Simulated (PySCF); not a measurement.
**TiOF2 (SMILES [O]=[Ti]([F])[F]) at 6 levels**

Aim: a comparison of 6 runs (B2PLYP/cc-pVDZ, M06-2X/cc-pVDZ, M06-L/cc-pVDZ, SVWN5/cc-pVDZ, r2SCAN/cc-pVDZ, SCS-MP2/cc-pVDZ) of TiOF2. 

The calculation is run with PySCF 2.14.0.

3 further runs of the same task are left out: 3 set aside as unsound or not needed.

**1. Starting point**

TiOF2 has 4 atoms, charge 0, and is taken as a singlet. As SMILES, `[O]=[Ti]([F])[F]`. Geometry: a GFN2-xTB relaxation, a rough one for these elements and not checked as a minimum.

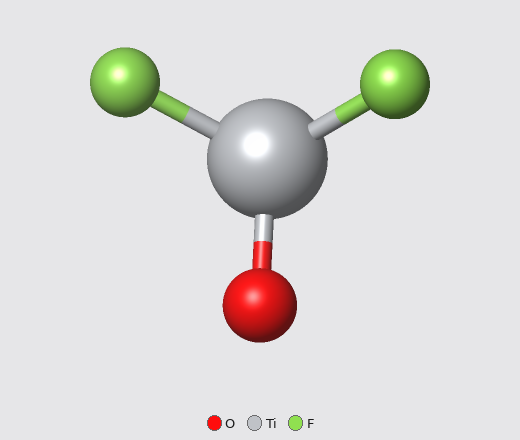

The structure, seen from a chosen angle (oxygen red, titanium light grey, fluorine green).

**2. The energy at B2PLYP/cc-pVDZ (run 1)**

Contents of input.py:

```python
from pyscf import gto, dft, mp

system = gto.Mole()
system.atom = [
    ('O', (0.126060, 0.507440, 1.465250)),
    ('Ti', (-0.303530, -0.166110, 0.083020)),
    ('F', (0.833410, -1.354510, -0.428040)),
    ('F', (-0.655940, 1.013190, -1.120230)),
]
system.max_memory = 1860
system.charge = 0
system.basis = 'cc-pvdz'
system.verbose = 4
system.build()

mf = dft.RKS(system)
mf.xc = '0.53*HF + 0.47*B88, 0.73*LYP'
mf.grids.level = 5
mf.conv_tol = 1e-10
mf.kernel()
if not mf.converged:
    mf = mf.newton().run(mf.mo_coeff, mf.mo_occ)

pt = mp.MP2(mf, frozen=8).run()
e_tot = mf.e_tot + 0.27 * pt.e_corr
print('PT2 part  %.8f' % (0.27 * pt.e_corr))
print('E(%s) = %.9f' % ('B2PLYP', e_tot))
```

On the command line:

```console
$ OMP_NUM_THREADS=1 python input.py
```

Standard output:

```text
PySCF version 2.14.0

[... 84 lines left out ...]
converged SCF energy = -1123.88070913641
[... 1 line left out ...]
******** <class 'pyscf.mp.mp2.RMP2'> ********
nocc = 16, nmo = 77
frozen orbitals 8
E(RMP2) = -1125.08617393639  E_corr = -1.2054647999827
E(SCS-RMP2) = -1125.00848815724  E_corr = -1.1277790208341
E_corr(same-spin) = -0.367821622090544
E_corr(oppo-spin) = -0.837643177892153
PT2 part  -0.32547550
E(B2PLYP) = -1124.206184632
```

It took 19 s on 1 thread of Intel Xeon at 2.70GHz, shared host; peak memory 0.43 GiB.

**3. A single-point energy at M06-2X/cc-pVDZ (run 2)**

Contents of job.py:

```python
# [O]=[Ti]([F])[F]
from pyscf import gto, dft

system = gto.Mole()
system.atom = 'O 0.126060 0.507440 1.465250; Ti -0.303530 -0.166110 0.083020; F 0.833410 -1.354510 -0.428040; F -0.655940 1.013190 -1.120230'
system.basis = 'cc-pvdz'
system.max_memory = 1860
system.verbose = 4
system.build()

calc0 = dft.RKS(system)
calc0.xc = 'm06-2x'
calc0.conv_tol = 1e-10
calc0.grids.level = 5
calc0.kernel()
if not calc0.converged:
    calc0 = calc0.newton().run(calc0.mo_coeff, calc0.mo_occ)

energy = calc0.e_tot
print('E = %.10f Eh' % energy)
```

On the command line:

```console
$ OMP_NUM_THREADS=1 python job.py
```

Standard output:

```text
PySCF version 2.14.0

[... 81 lines left out ...]
converged SCF energy = -1124.42437682759
E = -1124.4243768276 Eh
```

Run time: 27 s. Hardware: 1 thread of Intel Xeon at 2.70GHz, shared host; peak memory 0.47 GiB.

Runs 3 to 5 aren't shown in full; the table further down has their settings and results.

**4. The energy at SCS-MP2/cc-pVDZ (run 6)**

Contents of calc.py:

```python
# [O]=[Ti]([F])[F]
from pyscf import gto, mp

mol = gto.Mole()
mol.atom = '''
O      0.238219     0.958923     2.768921
Ti    -0.573589    -0.313902     0.156885
F      1.574917    -2.559653    -0.808878
F     -1.239547     1.914652    -2.116928
'''
mol.unit = 'bohr'
mol.spin = 0
mol.max_memory = 1860
mol.verbose = 3
mol.charge = 0
mol.basis = 'cc-pvdz'
mol.build()

myscf = mol.RHF()
myscf.conv_tol = 1e-10
myscf.kernel()
if not myscf.converged:
    myscf = myscf.newton().run(myscf.mo_coeff, myscf.mo_occ)

pt = mp.MP2(myscf, frozen=8).run()
energy = myscf.e_tot + 1.2 * pt.e_corr_os + pt.e_corr_ss / 3
print('E(%s) = %.9f' % ('SCS-MP2', energy))
```

On the command line:

```console
$ OMP_NUM_THREADS=1 python calc.py
```

Standard output:

```text
converged SCF energy = -1122.30846893971
E(RMP2) = -1123.24497833949  E_corr = -0.936509399777709
E(SCS-RMP2) = -1123.18946412898  E_corr = -0.880995189269024
E(SCS-MP2) = -1123.189464129
```

It took 3.6 s on 1 thread of Intel Xeon at 2.70GHz, shared host; peak memory 0.2 GiB.

**5. The series**

```csv
run,level,frozen core orbitals,integration grid,energy (Eh),dipole moment (D) of the reference,HOMO energy (eV),LUMO energy (eV),wall time
1,B2PLYP/cc-pVDZ,8,5,-1124.206185,4.28,-11.01,-2.39,19 s
2,M06-2X/cc-pVDZ,–,5,-1124.424377,4.19,-11.11,-2.68,27 s
3,M06-L/cc-pVDZ,–,5,-1124.550837,4.07,-7.91,-3.54,26 s
4,SVWN5/cc-pVDZ,–,5,-1120.798458,3.73,-7.90,-4.26,9.9 s
5,r2SCAN/cc-pVDZ,–,5,-1124.459750,3.96,-8.05,-3.84,25 s
6,SCS-MP2/cc-pVDZ,8,–,-1123.189464,4.76,-13.65,-0.83,3.6 s
```

**6. Outcome**

```
                                          quantity           value
                               run 6: total energy  -1123.18946 Eh
       run 6: dipole moment (Hartree–Fock density)          4.76 D
        run 6: HOMO energy (Hartree–Fock orbitals)       -13.65 eV
        run 6: LUMO energy (Hartree–Fock orbitals)        -0.83 eV
      run 6: HOMO–LUMO gap (Hartree–Fock orbitals)        12.82 eV
run 6: correlation energy (8 core orbitals frozen)      -881.0 mEh
```

Over runs 1, 2, 3, 4, 5 the dipole moment (its size) runs from 3.73 D (SVWN5/cc-pVDZ) to 4.28 D (B2PLYP/cc-pVDZ). A double hybrid's value is that of its SCF part. Over runs 1, 2, 3, 4, 5 the HOMO–LUMO gap runs from 3.64 eV (SVWN5/cc-pVDZ) to 8.62 eV (B2PLYP/cc-pVDZ). Totals of different functionals can't be ranked against each other. All runs together took 1.8 min, the longest 27 s.
